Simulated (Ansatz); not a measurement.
**GeH3Br + HCl: a complex and its separated parts**

Aim: how far the complex at one end of a reaction step lies below its separated, relaxed parts, level by level.

Program: Ansatz 0.2.0, Gaussian basis. Level of theory: PBE0-D4/def2-TZVP structures, single points in def2-TZVPP, no counterpoise correction. These are calculated values, not measurements.

Levels: SPW92, PBE-D4, BLYP-D4, r2SCAN-D4, B97M-V, PBE0-D4, B3LYP-D4, r2SCAN0-D4, BHLYP-D4, CAM-B3LYP-D4, wB97X-V, wB97M-V, B2PLYP, PBE-QIDH, RPA on PBE, Hartree-Fock, MP2, CCSD, CCSD(T).

Cores are frozen in the correlated methods. Filled d shells of the heavier atoms are correlated. B3LYP uses VWN-RPA correlation. B2PLYP carries no dispersion term here.

95 further runs of the same task are left out: 1 that didn't finish, 94 set aside as unsound or not needed.

### Step 1. Where the work starts

The complex: 7 atoms, charge 0, spin multiplicity 1.

Atoms are counted from 1 here; the program's logs count them from 0.

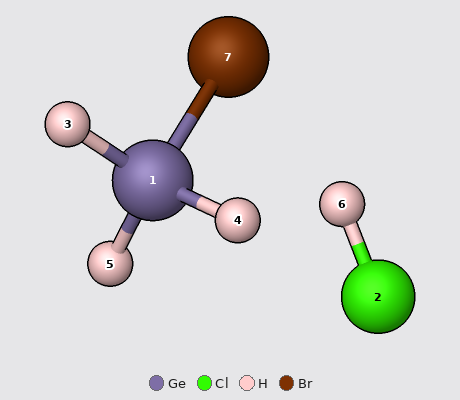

Start geometry, drawn with germanium purple, chlorine green, hydrogen pink, bromine brown; atoms are numbered from 1 in the order of the file.

Coordinates:

```
atom    x (Å)    y (Å)    z (Å)
 Ge1  -0.5902   0.6974  -0.6044
 Cl2   0.6274  -2.0193   1.9739
  H3  -0.9086   1.7675  -1.6515
  H4  -0.8836   1.1699   0.8197
  H5  -1.2454  -0.6459  -0.9261
  H6   1.2923  -1.3250   1.1131
 Br7   1.7081   0.3554  -0.7247
```

Its parts: GeH3Br holds atoms 1, 3, 4, 5, 7; HCl holds atoms 2, 6. Each part counts its atoms afresh in its own runs.

### Step 2. Relaxing GeH3Br alone

Input file relax-a/in.yaml:

```yaml
crystal:
  periodic: [false, false, false]
  atoms:
    - {symbol: Ge, position_ang: [-0.590247, 0.697428, -0.604403]}
    - {symbol: H, position_ang: [-0.908616, 1.767511, -1.651459]}
    - {symbol: H, position_ang: [-0.883582, 1.169878, 0.819690]}
    - {symbol: H, position_ang: [-1.245364, -0.645939, -0.926149]}
    - {symbol: Br, position_ang: [1.708051, 0.355388, -0.724666]}
basis:
  gaussian: {orbitals: def2-TZVP}
hamiltonian: {xc: pbe0, dispersion: d4}
relax: {f_tol: 0.005, max_steps: 200}
```

The run is started by

```
$ ansatz run in.yaml --threads 4 --pin off --events-out ev --progress --plain --max-ram 9574MiB
```

The program printed, shortened:

```text
Functional definition: PBE0
  name "PBE0"
  cite "Adamo & Barone, J. Chem. Phys. 110, 6158 (1999) doi:10.1063/1.478522"
  cite "Perdew, Burke & Ernzerhof, Phys. Rev. Lett. 77, 3865 (1996) doi:10.1103/PhysRevLett.77.3865"
  parent pbe
[...]
946 factors; their error is unknown
[...]
mean field -126599.07328216 eV, -4652.4301311855 hartree, gradient 1.5e-5 eV, S^2 0.000000; 0 other end points of the search recorded, 0 dependent functions left out
[...]
reference -126599.07330821 eV, -4652.4301321429 hartree; 35, 35 occupied and 79, 79 virtual orbitals, 946 factors
[...]
reference -126599.07702166 eV, -4652.4302686095 hartree; 35, 35 occupied and 79, 79 virtual orbitals, 946 factors
Total energy: -126599.14438589 eV, -4652.4327441994 hartree
Atom 0 at    -0.571827     0.697288    -0.608052 Å, force     0.000503    -0.000007    -0.000100 eV/Å
Atom 1 at    -0.920089     1.766388    -1.647880 Å, force    -0.000455     0.001052    -0.001000 eV/Å
Atom 2 at    -0.888117     1.168338     0.814464 Å, force    -0.000442     0.000511     0.001485 eV/Å
Atom 3 at    -1.248271    -0.639893    -0.924045 Å, force    -0.000816    -0.001372    -0.000326 eV/Å
Atom 4 at     1.708546     0.352145    -0.721475 Å, force     0.001209    -0.000184    -0.000059 eV/Å
Dipole moment:    -0.389813     0.058999     0.019390 e Å
```

It took 5.5 s on 4 threads of Arm Neoverse V1, shared host.

Relaxation path:

| step | energy from step 1 (eV) | largest force component (eV/Å) |
| --- | --- | --- |
| 1 | 0.0000 | 0.3449 |
| 2 | -0.0034 | 0.0491 |
| 3 | -0.0037 | 0.0417 |
| 4 | -0.0037 | 0.0015 |

Close pairs (by a distance rule), those that changed most:

| bond | before (Å) | after (Å) | change (Å) |
| --- | --- | --- | --- |
| Ge1–Br5 | 2.327 | 2.309 | -0.018 |
| Ge1–H3 | 1.529 | 1.531 | +0.003 |
| Ge1–H4 | 1.529 | 1.531 | +0.003 |
| Ge1–H2 | 1.531 | 1.532 | +0.001 |

### Step 3. Relaxing HCl alone

Input file relax-b/in.yaml:

```yaml
crystal:
  periodic: [false, false, false]
  atoms:
    - {symbol: Cl, position_ang: [0.627397, -2.019276, 1.973901]}
    - {symbol: H, position_ang: [1.292260, -1.324989, 1.113085]}
basis:
  gaussian: {orbitals: def2-TZVP}
hamiltonian: {xc: pbe0, dispersion: d4}
relax: {f_tol: 0.005, max_steps: 200}
```

The run is started by

```
$ ansatz run in.yaml --threads 4 --pin off --events-out ev --progress --plain --max-ram 9574MiB
```

The program printed, shortened:

```text
[... 5 set-up lines as earlier in the session ...]
[...]
312 factors; their error is unknown
[...]
mean field -12535.31434886 eV, -460.6643055795 hartree, gradient 4.2e-5 eV, S^2 0.000000; 0 other end points of the search recorded, 0 dependent functions left out
[...]
reference -12535.31647370 eV, -460.6643836657 hartree; 9, 9 occupied and 34, 34 virtual orbitals, 312 factors
Total energy: -12535.32105154 eV, -460.6645518982 hartree
Atom 0 at     0.630385    -2.016156     1.970033 Å, force    -0.001448    -0.001512     0.001875 eV/Å
Atom 1 at     1.289272    -1.328109     1.116953 Å, force     0.001448     0.001512    -0.001875 eV/Å
Dipole moment:     0.135302     0.141290    -0.175179 e Å
```

Run time: 0.5 s. Hardware: 4 threads of Arm Neoverse V1, shared host.

Relaxation path:

```
step  energy from step 1 (eV)  largest force component (eV/Å)
   1                   0.0000                          0.2409
   2                  -0.0018                          0.0984
   3                  -0.0021                          0.0019
```

The bond:

```csv
bond,before (Å),after (Å),change (Å)
Cl1–H2,1.290,1.279,-0.012
```

### Step 4. SPW92/def2-TZVPP

Input file parta/in.yaml:

```yaml
crystal:
  periodic: [false, false, false]
  atoms:
    - {symbol: Ge, position_ang: [-0.571827, 0.697288, -0.608052]}
    - {symbol: H, position_ang: [-0.920089, 1.766388, -1.647880]}
    - {symbol: H, position_ang: [-0.888117, 1.168338, 0.814464]}
    - {symbol: H, position_ang: [-1.248271, -0.639893, -0.924045]}
    - {symbol: Br, position_ang: [1.708546, 0.352145, -0.721475]}
basis:
  gaussian: {orbitals: def2-TZVPP}
hamiltonian: {xc: lda}
```

Input file partb/in.yaml:

```yaml
crystal:
  periodic: [false, false, false]
  atoms:
    - {symbol: Cl, position_ang: [0.630385, -2.016156, 1.970033]}
    - {symbol: H, position_ang: [1.289272, -1.328109, 1.116953]}
basis:
  gaussian: {orbitals: def2-TZVPP}
hamiltonian: {xc: lda}
```

One command serves all of them, each in its own folder.

The run is started by

```
$ ansatz run in.yaml --threads 4 --pin off --events-out ev --progress --plain --max-ram 9574MiB
```

Output in parta, shortened:

```text
Functional definition: SPW92
  name "SPW92"
  cite "Dirac, Proc. Camb. Phil. Soc. 26, 376 (1930) doi:10.1017/S0305004100016108"
  cite "Slater, Phys. Rev. 81, 385 (1951) doi:10.1103/PhysRev.81.385"
  cite "Perdew & Wang, Phys. Rev. B 45, 13244 (1992) doi:10.1103/PhysRevB.45.13244"
[...]
911 factors; their error is unknown
[...]
mean field -126430.65544901 eV, -4646.2408899749 hartree, gradient 5.0e-5 eV, S^2 0.000000; 0 other end points of the search recorded, 0 dependent functions left out
reference -126430.65548144 eV, -4646.2408911666 hartree; 35, 35 occupied and 103, 103 virtual orbitals, 911 factors
Total energy: -126430.65548144 eV, -4646.2408911666 hartree
```

partb printed, shortened:

```text
[... 5 set-up lines as earlier in the session ...]
[...]
353 factors; their error is unknown
[...]
mean field -12498.56385094 eV, -459.3137496913 hartree, gradient 5.7e-5 eV, S^2 0.000000; 0 other end points of the search recorded, 0 dependent functions left out
reference -12498.56387035 eV, -459.3137504045 hartree; 9, 9 occupied and 47, 47 virtual orbitals, 353 factors
Total energy: -12498.56387035 eV, -459.3137504045 hartree
```

Times: 0.45 s (parta), 0.1 s (partb) on 4 threads of Arm Neoverse V1, shared host.

### Step 5. PBE-D4/def2-TZVPP

Each input of step 4 (parta, partb) changes in the same lines:

```diff
-hamiltonian: {xc: lda}
+hamiltonian: {xc: pbe, dispersion: d4}
```

Each run has its own folder and the same command.

The run is started by

```
$ ansatz run in.yaml --threads 4 --pin off --events-out ev --progress --plain --max-ram 9574MiB
```

Log of parta, shortened:

```text
Functional definition: PBE
  name "PBE"
[... 2 set-up lines as earlier in the session ...]
[...]
911 factors; their error is unknown
[...]
mean field -126595.04018631 eV, -4652.2819176468 hartree, gradient 2.9e-5 eV, S^2 0.000000; 0 other end points of the search recorded, 0 dependent functions left out
reference -126595.04022100 eV, -4652.2819189214 hartree; 35, 35 occupied and 103, 103 virtual orbitals, 911 factors
Total energy: -126595.12031335 eV, -4652.2848622610 hartree
```

Log of partb, shortened:

```text
[... 4 set-up lines as earlier in the session ...]
[...]
353 factors; their error is unknown
[...]
mean field -12534.30960839 eV, -460.6273820480 hartree, gradient 8.1e-5 eV, S^2 0.000000; 0 other end points of the search recorded, 0 dependent functions left out
reference -12534.30962929 eV, -460.6273828163 hartree; 9, 9 occupied and 47, 47 virtual orbitals, 353 factors
Total energy: -12534.31529037 eV, -460.6275908572 hartree
```

Wall times: 0.75 s (parta), 0.15 s (partb) on 4 threads of Arm Neoverse V1, shared host.

### Step 6. BLYP-D4/def2-TZVPP

Each input of step 5 (parta, partb) changes in the same lines:

```diff
-hamiltonian: {xc: pbe, dispersion: d4}
+hamiltonian: {xc: {name: BLYP}, dispersion: d4}
```

The same command starts each run, in its folder.

The run is started by

```
$ ansatz run in.yaml --threads 4 --pin off --events-out ev --progress --plain --max-ram 9574MiB
```

Log of parta, shortened:

```text
Functional definition: BLYP
  name "BLYP"
  cite "Becke, Phys. Rev. A 38, 3098 (1988) doi:10.1103/PhysRevA.38.3098"
  cite "Lee, Yang & Parr, Phys. Rev. B 37, 785 (1988) doi:10.1103/PhysRevB.37.785"
[...]
911 factors; their error is unknown
[...]
mean field -126616.35189633 eV, -4653.0651085443 hartree, gradient 3.7e-5 eV, S^2 0.000000; 0 other end points of the search recorded, 0 dependent functions left out
reference -126616.35220556 eV, -4653.0651199084 hartree; 35, 35 occupied and 103, 103 virtual orbitals, 911 factors
Total energy: -126616.52601000 eV, -4653.0715071038 hartree
```

partb printed, shortened:

```text
[... 4 set-up lines as earlier in the session ...]
[...]
353 factors; their error is unknown
[...]
mean field -12539.38858215 eV, -460.8140308910 hartree, gradient 4.5e-5 eV, S^2 0.000000; 0 other end points of the search recorded, 0 dependent functions left out
reference -12539.38878647 eV, -460.8140383996 hartree; 9, 9 occupied and 47, 47 virtual orbitals, 353 factors
Total energy: -12539.40227542 eV, -460.8145341095 hartree
```

They took 0.8 s (parta), 0.15 s (partb) on 4 threads of Arm Neoverse V1, shared host.

### Step 7. r2SCAN-D4/def2-TZVPP

Each input of step 6 (parta, partb) changes in the same lines:

```diff
-hamiltonian: {xc: {name: BLYP}, dispersion: d4}
+hamiltonian: {xc: r2scan, dispersion: d4}
```

One command serves all of them, each in its own folder.

The run is started by

```
$ ansatz run in.yaml --threads 4 --pin off --events-out ev --progress --plain --max-ram 9574MiB
```

Output in parta, shortened:

```text
Functional definition: r2SCAN
  name "r2SCAN"
  cite "Furness, Kaplan, Ning, Perdew & Sun, J. Phys. Chem. Lett. 11, 8208 (2020) doi:10.1021/acs.jpclett.0c02405"
  cite "Furness, Kaplan, Ning, Perdew & Sun, J. Phys. Chem. Lett. 11, 9248 (2020) doi:10.1021/acs.jpclett.0c03077"
  parent r2scan
[...]
911 factors; their error is unknown
[...]
mean field -126613.70253705 eV, -4652.9677463867 hartree, gradient 2.2e-5 eV, S^2 0.000000; 0 other end points of the search recorded, 0 dependent functions left out
reference -126613.70254652 eV, -4652.9677467346 hartree; 35, 35 occupied and 103, 103 virtual orbitals, 911 factors
Total energy: -126613.71945560 eV, -4652.9683681319 hartree
```

Output in partb, shortened:

```text
[... 5 set-up lines as earlier in the session ...]
[...]
353 factors; their error is unknown
[...]
mean field -12538.62224978 eV, -460.7858686959 hartree, gradient 3.1e-5 eV, S^2 0.000000; 0 other end points of the search recorded, 0 dependent functions left out
reference -12538.62225511 eV, -460.7858688917 hartree; 9, 9 occupied and 47, 47 virtual orbitals, 353 factors
Total energy: -12538.62352104 eV, -460.7859154138 hartree
```

Times: 1.7 s (parta), 0.5 s (partb) on 4 threads of Arm Neoverse V1, shared host.

### Step 8. B97M-V/def2-TZVPP

Each input of step 7 (parta, partb) changes in the same lines:

```diff
-hamiltonian: {xc: r2scan, dispersion: d4}
+hamiltonian: {xc: {name: B97M-V}}
```

The same command starts each run, in its folder.

The run is started by

```
$ ansatz run in.yaml --threads 4 --pin off --events-out ev --progress --plain --max-ram 9574MiB
```

Output in parta, shortened:

```text
Functional definition: B97M-V
  name "B97M-V"
  cite "Mardirossian & Head-Gordon, J. Chem. Phys. 142, 074111 (2015) doi:10.1063/1.4907719"
  cite "Becke, J. Chem. Phys. 107, 8554 (1997) doi:10.1063/1.475007"
  cite "Vydrov & Van Voorhis, J. Chem. Phys. 133, 244103 (2010) doi:10.1063/1.3521275"
  # Of w^i u^j: cxij and so on, Table III.
[...]
  gx(w, u) = cx00 + cx01*u + cx02*u^2 + (cx10 + cx11*u)*w
[...]
  gos(w, u) = cos00 + cos01*u + cos03*u^3 + cos10*w + cos32*w^3*u^2
[...]
      + integral(e_c_pw_mod_opposite_spin*gos(b97_w_opposite, b97_u_opposite)) + vv10(b, c)
911 factors; their error is unknown
[...]
mean field -126591.32023370 eV, -4652.1452119096 hartree, gradient 3.6e-5 eV, S^2 0.000000; 0 other end points of the search recorded, 0 dependent functions left out
reference -126591.32028098 eV, -4652.1452136474 hartree; 35, 35 occupied and 103, 103 virtual orbitals, 911 factors
Total energy: -126591.32028098 eV, -4652.1452136474 hartree
```

partb printed, shortened:

```text
[... 5 set-up lines as earlier in the session ...]
  # Of w^i u^j: cxij and so on, Table III.
[...]
  gx(w, u) = cx00 + cx01*u + cx02*u^2 + (cx10 + cx11*u)*w
[...]
  gos(w, u) = cos00 + cos01*u + cos03*u^3 + cos10*w + cos32*w^3*u^2
[...]
      + integral(e_c_pw_mod_opposite_spin*gos(b97_w_opposite, b97_u_opposite)) + vv10(b, c)
353 factors; their error is unknown
[...]
mean field -12536.22649773 eV, -460.6978264320 hartree, gradient 1.2e-5 eV, S^2 0.000000; 0 other end points of the search recorded, 0 dependent functions left out
reference -12536.22652585 eV, -460.6978274656 hartree; 9, 9 occupied and 47, 47 virtual orbitals, 353 factors
Total energy: -12536.22652585 eV, -460.6978274656 hartree
```

Wall times: 2.9 s (parta), 0.45 s (partb) on 4 threads of Arm Neoverse V1, shared host.

### Step 9. PBE0-D4/def2-TZVPP

Each input of step 8 (parta, partb) changes in the same lines:

```diff
-hamiltonian: {xc: {name: B97M-V}}
+hamiltonian: {xc: pbe0, dispersion: d4}
+output: {orbitals: {seedname: orbitals}}
```

One command serves all of them, each in its own folder.

The run is started by

```
$ ansatz run in.yaml --threads 4 --pin off --events-out ev --progress --plain --max-ram 9574MiB
```

parta printed, shortened:

```text
[... 5 set-up lines as earlier in the session ...]
[...]
991 factors; their error is unknown
[...]
mean field -126599.09655707 eV, -4652.4309865228 hartree, gradient 5.7e-5 eV, S^2 0.000000; 0 other end points of the search recorded, 0 dependent functions left out
reference -126599.09658321 eV, -4652.4309874834 hartree; 35, 35 occupied and 103, 103 virtual orbitals, 991 factors
Total energy: -126599.16394745 eV, -4652.4334630734 hartree
```

Log of partb, shortened:

```text
[... 5 set-up lines as earlier in the session ...]
[...]
384 factors; their error is unknown
[...]
mean field -12535.34597790 eV, -460.6654679250 hartree, gradient 3.6e-5 eV, S^2 0.000000; 0 other end points of the search recorded, 0 dependent functions left out
reference -12535.34599354 eV, -460.6654684999 hartree; 9, 9 occupied and 47, 47 virtual orbitals, 384 factors
Total energy: -12535.35057138 eV, -460.6656367324 hartree
```

They took 1.1 s (parta), 0.15 s (partb) on 4 threads of Arm Neoverse V1, shared host.

### Step 10. B3LYP-D4/def2-TZVPP

Each input of step 9 (parta, partb) changes in the same lines:

```diff
-hamiltonian: {xc: pbe0, dispersion: d4}
-output: {orbitals: {seedname: orbitals}}
+hamiltonian: {xc: {name: B3LYP}, dispersion: d4}
```

The same command starts each run, in its folder.

The run is started by

```
$ ansatz run in.yaml --threads 4 --pin off --events-out ev --progress --plain --max-ram 9574MiB
```

parta printed, shortened:

```text
Functional definition: B3LYP
  name "B3LYP"
  cite "Stephens, Devlin, Chabalowski & Frisch, J. Phys. Chem. 98, 11623 (1994) doi:10.1021/j100096a001"
[... 2 set-up lines as earlier in the session ...]
  cite "Vosko, Wilk & Nusair, Can. J. Phys. 58, 1200 (1980) doi:10.1139/p80-159"
[...]
979 factors; their error is unknown
[...]
mean field -126616.56174428 eV, -4653.0728203141 hartree, gradient 7.6e-5 eV, S^2 0.000000; 0 other end points of the search recorded, 0 dependent functions left out
reference -126616.56197680 eV, -4653.0728288593 hartree; 35, 35 occupied and 103, 103 virtual orbitals, 979 factors
Total energy: -126616.69409817 eV, -4653.0776842299 hartree
```

partb printed, shortened:

```text
[... 6 set-up lines as earlier in the session ...]
[...]
372 factors; their error is unknown
[...]
mean field -12539.99362849 eV, -460.8362659341 hartree, gradient 4.5e-5 eV, S^2 0.000000; 0 other end points of the search recorded, 0 dependent functions left out
reference -12539.99378054 eV, -460.8362715219 hartree; 9, 9 occupied and 47, 47 virtual orbitals, 372 factors
Total energy: -12540.00296703 eV, -460.8366091190 hartree
```

Times: 1.1 s (parta), 0.2 s (partb) on 4 threads of Arm Neoverse V1, shared host.

### Step 11. r2SCAN0-D4/def2-TZVPP

The same edit goes into each in.yaml of step 10 (parta, partb):

```diff
-hamiltonian: {xc: {name: B3LYP}, dispersion: d4}
+hamiltonian: {xc: {name: r2SCAN0}, dispersion: d4}
```

The same command starts each run, in its folder.

The run is started by

```
$ ansatz run in.yaml --threads 4 --pin off --events-out ev --progress --plain --max-ram 9574MiB
```

Output in parta, shortened:

```text
Functional definition: r2SCAN0
  name "r2SCAN0"
  cite "Bursch, Neugebauer, Ehlert & Grimme, J. Chem. Phys. 156, 134105 (2022) doi:10.1063/5.0086040"
[... 3 set-up lines as earlier in the session ...]
[...]
991 factors; their error is unknown
[...]
mean field -126613.19341453 eV, -4652.9490364790 hartree, gradient 5.1e-5 eV, S^2 0.000000; 0 other end points of the search recorded, 0 dependent functions left out
reference -126613.19342208 eV, -4652.9490367564 hartree; 35, 35 occupied and 103, 103 virtual orbitals, 991 factors
Total energy: -126613.21429554 eV, -4652.9498038421 hartree
```

Output in partb, shortened:

```text
[... 6 set-up lines as earlier in the session ...]
[...]
384 factors; their error is unknown
[...]
mean field -12538.53748824 eV, -460.7827537667 hartree, gradient 4.5e-6 eV, S^2 0.000000; 0 other end points of the search recorded, 0 dependent functions left out
reference -12538.53749249 eV, -460.7827539230 hartree; 9, 9 occupied and 47, 47 virtual orbitals, 384 factors
Total energy: -12538.53894599 eV, -460.7828073382 hartree
```

They took 2.1 s (parta), 0.45 s (partb) on 4 threads of Arm Neoverse V1, shared host.

### Step 12. BHLYP-D4/def2-TZVPP

Each input of step 11 (parta, partb) changes in the same lines:

```diff
-hamiltonian: {xc: {name: r2SCAN0}, dispersion: d4}
+hamiltonian: {xc: {name: BHLYP}, dispersion: d4}
```

The same command starts each run, in its folder.

The run is started by

```
$ ansatz run in.yaml --threads 4 --pin off --events-out ev --progress --plain --max-ram 9574MiB
```

Log of parta, shortened:

```text
Functional definition: BHLYP
  name "BHLYP"
  cite "Becke, J. Chem. Phys. 98, 1372 (1993) doi:10.1063/1.464304"
[... 2 set-up lines as earlier in the session ...]
[...]
1092 factors; their error is unknown
[...]
mean field -126613.62192748 eV, -4652.9647840395 hartree, gradient 2.8e-5 eV, S^2 0.000000; 0 other end points of the search recorded, 0 dependent functions left out
reference -126613.62208604 eV, -4652.9647898664 hartree; 35, 35 occupied and 103, 103 virtual orbitals, 1092 factors
Total energy: -126613.74000993 eV, -4652.9691234894 hartree
```

Output in partb, shortened:

```text
[... 5 set-up lines as earlier in the session ...]
[...]
403 factors; their error is unknown
[...]
mean field -12539.47117595 eV, -460.8170661573 hartree, gradient 2.7e-5 eV, S^2 0.000000; 0 other end points of the search recorded, 0 dependent functions left out
reference -12539.47127944 eV, -460.8170699607 hartree; 9, 9 occupied and 47, 47 virtual orbitals, 403 factors
Total energy: -12539.47732577 eV, -460.8172921590 hartree
```

They took 1.1 s (parta), 0.15 s (partb) on 4 threads of Arm Neoverse V1, shared host.

### Step 13. CAM-B3LYP-D4/def2-TZVPP

Each input of step 12 (parta, partb) changes in the same lines:

```diff
-hamiltonian: {xc: {name: BHLYP}, dispersion: d4}
+hamiltonian: {xc: {name: CAM-B3LYP}, dispersion: d4}
```

The same command starts each run, in its folder.

The run is started by

```
$ ansatz run in.yaml --threads 4 --pin off --events-out ev --progress --plain --max-ram 9574MiB
```

Output in parta, shortened:

```text
Functional definition: CAM-B3LYP
  name "CAM-B3LYP"
  cite "Yanai, Tew & Handy, Chem. Phys. Lett. 393, 51 (2004) doi:10.1016/j.cplett.2004.06.011"
  cite "Iikura, Tsuneda, Yanai & Hirao, J. Chem. Phys. 115, 3540 (2001) doi:10.1063/1.1383587"
[... 2 set-up lines as earlier in the session ...]
[...]
979 factors; their error is unknown
203 factors; integrals over basis functions are off by at most 4.3e-5 eV
[...]
mean field -126621.06379456 eV, -4653.2382676106 hartree, gradient 8.4e-5 eV, S^2 0.000000; 0 other end points of the search recorded, 0 dependent functions left out
reference -126621.06390790 eV, -4653.2382717758 hartree; 35, 35 occupied and 103, 103 virtual orbitals, 979 factors
Total energy: -126621.13350496 eV, -4653.2408294202 hartree
```

partb printed, shortened:

```text
[... 6 set-up lines as earlier in the session ...]
[...]
  # Exact exchange under (alpha + beta erf(omega r))/r, Becke's under what is left of 1/r.
[...]
372 factors; their error is unknown
66 factors; integrals over basis functions are off by at most 7.5e-5 eV
[...]
mean field -12539.88294345 eV, -460.8321983337 hartree, gradient 2.6e-5 eV, S^2 0.000000; 0 other end points of the search recorded, 0 dependent functions left out
reference -12539.88301772 eV, -460.8322010632 hartree; 9, 9 occupied and 47, 47 virtual orbitals, 372 factors
Total energy: -12539.88749929 eV, -460.8323657579 hartree
```

Times: 1.1 s (parta), 0.25 s (partb) on 4 threads of Arm Neoverse V1, shared host.

(Part 1 of 2 ends here.)
